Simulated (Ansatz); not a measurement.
**CHFO (formyl fluoride): levels of theory compared**

Aim: a comparison of 6 runs (B3LYP/STO-3G, CAM-B3LYP/STO-3G, SVWN5/STO-3G, UPBE/STO-3G, r2SCAN/STO-3G, UMP2/STO-3G) of CHFO (formyl fluoride). 

The calculation is run with Ansatz 0.2.0.

62 further runs of the same task are left out: 2 that didn't finish, 60 set aside as unsound or not needed.

## Step 1: Starting point

CHFO has 4 atoms, charge 0, and is taken as a singlet. SMILES: `O=CF`. The H4–C2 distance was set to 2.742 Å, away from the relaxed value. At this shape a bond of the SMILES string is far longer than usual.

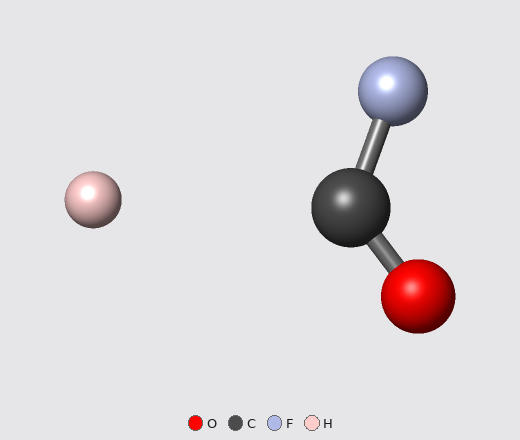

Viewed from a chosen angle; oxygen red, carbon dark grey, fluorine light blue, hydrogen pink.

## Step 2: A single-point energy at B3LYP/STO-3G (run 1)

File molecule.yaml:

```yaml
crystal:
  periodic: [false, false, false]
  atoms:
    - {symbol: O, position_ang: [-1.484734, -0.932189, 1.861467]}
    - {symbol: C, position_ang: [-0.641794, -1.065849, 1.055347]}
    - {symbol: F, position_ang: [-0.010194, -2.225179, 0.851907]}
    - {symbol: H, position_ang: [0.350540, 0.823120, -0.667550]}
basis:
  gaussian: {orbitals: STO-3G}
hamiltonian: {xc: {name: B3LYP}}
accuracy: high
```

Command:

```console
ansatz run molecule.yaml --threads 1 --pin off --max-ram 3480MiB --events-out events.jsonl --progress --plain --runs-dir runs
```

Log:

```text
Warning: RAYON_NUM_THREADS=1 ignored (pool sized by the plan → 1); use --threads N
Functional definition: B3LYP
  name "B3LYP"
  parameter a0 = 0.2
  parameter ax = 0.72
  parameter ac = 0.81
  exchange = (1 - a0 - ax)*slater_x + ax*b88_x + a0*exact_x
  correlation = (1 - ac)*vwn_rpa_c + ac*lyp_c
273 factors; integrals over basis functions are off by at most 4.2e-8 eV
mean field evaluation 1: about -5720.0674 eV, gradient 3.0e1 eV
mean field evaluation 2: about -5709.9706 eV, gradient 5.8e1 eV
mean field evaluation 4: about -5720.0754 eV, gradient 1.8e1 eV
mean field evaluation 8: about -5726.0011 eV, gradient 1.8e1 eV
mean field evaluation 16: about -5728.8240 eV, gradient 9.7e-5 eV
mean field -5728.82399463 eV, -210.5303986664 hartree, gradient 3.1e-8 eV, S^2 0.000000; 0 other end points of the search recorded, 0 dependent functions left out
reference -5728.82401513 eV, -210.5303994195 hartree; 12, 12 occupied and 4, 4 virtual orbitals, 273 factors
Total energy: -5728.82401513 eV, -210.5303994195 hartree
```

Run time: 1.1 s. Hardware: 1 thread of Intel Xeon Platinum 8259CL at 2.50GHz (Skylake/Cascade Lake), shared host.

## Step 3: A single-point energy at CAM-B3LYP/STO-3G (run 2)

File input.yaml:

```yaml
crystal:
  periodic: [false, false, false]
  atoms:
    - {symbol: O, position_ang: [-1.484734, -0.932189, 1.861467]}
    - {symbol: C, position_ang: [-0.641794, -1.065849, 1.055347]}
    - {symbol: F, position_ang: [-0.010194, -2.225179, 0.851907]}
    - {symbol: H, position_ang: [0.350540, 0.823120, -0.667550]}
basis:
  gaussian: {orbitals: STO-3G}
total_charge: 0
hamiltonian: {xc: {name: CAM-B3LYP}}
accuracy: high
```

Command:

```console
ansatz run input.yaml --threads 1 --pin off --max-ram 3480MiB --events-out events.jsonl --progress --plain --runs-dir runs
```

Log:

```text
Warning: RAYON_NUM_THREADS=1 ignored (pool sized by the plan → 1); use --threads N
Functional definition: CAM-B3LYP
  name "CAM-B3LYP"
  parameter alpha = 0.19
  parameter beta = 0.46
  parameter omega = 0.33/bohr
[... 1 set-up line as earlier in the session ...]
  exchange = (1 - alpha - beta)*b88_x + beta*b88_x_sr(omega) + alpha*exact_x + beta*exact_x_lr(omega)
  correlation = (1 - ac)*vwn5_c + ac*lyp_c
273 factors; integrals over basis functions are off by at most 4.2e-8 eV
135 factors; integrals over basis functions are off by at most 6.0e-10 eV
mean field evaluation 1: about -5717.3012 eV, gradient 3.5e1 eV
mean field evaluation 2: about -5711.2439 eV, gradient 4.7e1 eV
mean field evaluation 4: about -5724.5796 eV, gradient 1.4e1 eV
mean field evaluation 8: about -5725.8656 eV, gradient 2.8e-1 eV
mean field evaluation 16: about -5725.8660 eV, gradient 6.2e-5 eV
mean field -5725.86595196 eV, -210.4216926031 hartree, gradient 4.9e-8 eV, S^2 0.000000; 0 other end points of the search recorded, 0 dependent functions left out
reference -5725.86596192 eV, -210.4216929692 hartree; 12, 12 occupied and 4, 4 virtual orbitals, 273 factors
Total energy: -5725.86596192 eV, -210.4216929692 hartree
```

Run time: 1.4 s. Hardware: 1 thread of Intel Xeon Platinum 8259CL at 2.50GHz (Skylake/Cascade Lake), shared host; peak memory 0.1 GiB.

## Step 4: The energy at SVWN5/STO-3G (run 3)

Changes to input.yaml since step 3:

```diff
@@ -8,5 +8,6 @@
 basis:
-  gaussian: {orbitals: STO-3G}
-total_charge: 0
-hamiltonian: {xc: {name: CAM-B3LYP}}
+  gaussian:
+    orbitals: STO-3G
+hamiltonian:
+  xc: {name: SVWN5}
 accuracy: high
```

Command:

```console
ansatz run input.yaml --threads 1 --pin off --max-ram 3480MiB --events-out events.jsonl --progress --plain --runs-dir runs
```

Log:

```text
Warning: RAYON_NUM_THREADS=1 ignored (pool sized by the plan → 1); use --threads N
Functional definition: SVWN5
  name "SVWN5"
  exchange = slater_x
  correlation = vwn5_c
273 factors; integrals over basis functions are off by at most 4.2e-8 eV
mean field evaluation 1: about -5678.3176 eV, gradient 2.9e1 eV
mean field evaluation 2: about -5662.4001 eV, gradient 7.5e1 eV
mean field evaluation 4: about -5676.8274 eV, gradient 1.4e1 eV
mean field evaluation 8: about -5687.4712 eV, gradient 1.8e-1 eV
mean field evaluation 16: about -5684.9252 eV, gradient 6.7e0 eV
mean field -5687.47138602 eV, -209.0107183297 hartree, gradient 2.1e-8 eV, S^2 0.000000; 0 other end points of the search recorded, 0 dependent functions left out
reference -5687.47138719 eV, -209.0107183726 hartree; 12, 12 occupied and 4, 4 virtual orbitals, 273 factors
Total energy: -5687.47138719 eV, -209.0107183726 hartree
```

Wall time 0.58 s (1 thread of Intel Xeon Platinum 8259CL at 2.50GHz (Skylake/Cascade Lake), shared host).

Runs 4 to 5 aren't shown in full; the table further down has their settings and results.

## Step 5: A single-point energy at UMP2/STO-3G (run 6)

File job.yaml:

```yaml
crystal:
  periodic: [false, false, false]
  atoms:
    - {symbol: O, position_ang: [-1.484734, -0.932189, 1.861467]}
    - {symbol: C, position_ang: [-0.641794, -1.065849, 1.055347]}
    - {symbol: F, position_ang: [-0.010194, -2.225179, 0.851907]}
    - {symbol: H, position_ang: [0.350540, 0.823120, -0.667550]}
basis:
  gaussian:
    orbitals: STO-3G
total_charge: 0
magnetization:
  spin_polarized: true
correlation:
  method: mp2
  frozen_orbitals: {C: 1, F: 1, H: 0, O: 1}
accuracy: high
```

Command:

```console
ansatz run job.yaml --threads 1 --pin off --max-ram 3480MiB --events-out events.jsonl --progress --plain --runs-dir runs
```

Log, shortened:

```text
Warning: RAYON_NUM_THREADS=1 ignored (pool sized by the plan → 1); use --threads N
Functional definition: HF
  name "HF"
[...]
273 factors; integrals over basis functions are off by at most 4.2e-8 eV
[...]
mean field -5705.61087508 eV, -209.6773322571 hartree, gradient 4.5e-8 eV, S^2 1.050418; 9 other end points of the search recorded, 0 dependent functions left out
3 core orbitals not correlated: weight in the atoms' cores, before any rotation towards them, 1.000 or more for the frozen orbitals, at most 0.000 for the correlated occupied ones
reference -5705.61087508 eV, -209.6773322571 hartree; 9, 9 occupied and 4, 4 virtual orbitals, 273 factors
second order -3.48606964 eV of doubles, -0.00000000 eV of singles
Total energy: -5709.09694472 eV, -209.8054429536 hartree
```

It took 0.42 s on 1 thread of Intel Xeon Platinum 8259CL at 2.50GHz (Skylake/Cascade Lake), shared host.

## Step 6: All runs side by side

```tsv
run	level	frozen core orbitals	energy (Eh)	wall time
1	B3LYP/STO-3G	–	-210.530399	1.1 s
2	CAM-B3LYP/STO-3G	–	-210.421693	1.4 s
3	SVWN5/STO-3G	–	-209.010718	0.58 s
4	UPBE/STO-3G	–	-210.386948	3.9 s
5	r2SCAN/STO-3G	–	-210.493883	1.9 s
6	UMP2/STO-3G	3	-209.805443	0.42 s
```

## Step 7: Summary of results

| quantity | value |
| --- | --- |
| run 6: total energy | -209.80544 Eh |
| run 6: correlation energy (3 core orbitals frozen) | -128.1 mEh |
| run 6: ⟨S²⟩ of the reference determinant | 1.050 |

What this shows: Totals of different functionals can't be ranked against each other. In runs 1, 2, 3, 4, 5, 6 the basis is minimal, so the values are rough. In runs 1, 2, 3, 5 a closed-shell determinant meets a far-stretched bond, which it describes badly. Spin contamination of the reference: run 6 ⟨S²⟩ = 1.05, run 4 ⟨S²⟩ = 0.94. Where it is this large, the reference is a mixture of spin states, and values that rest on it are in doubt. All runs together took 9.3 s, the longest 3.9 s.
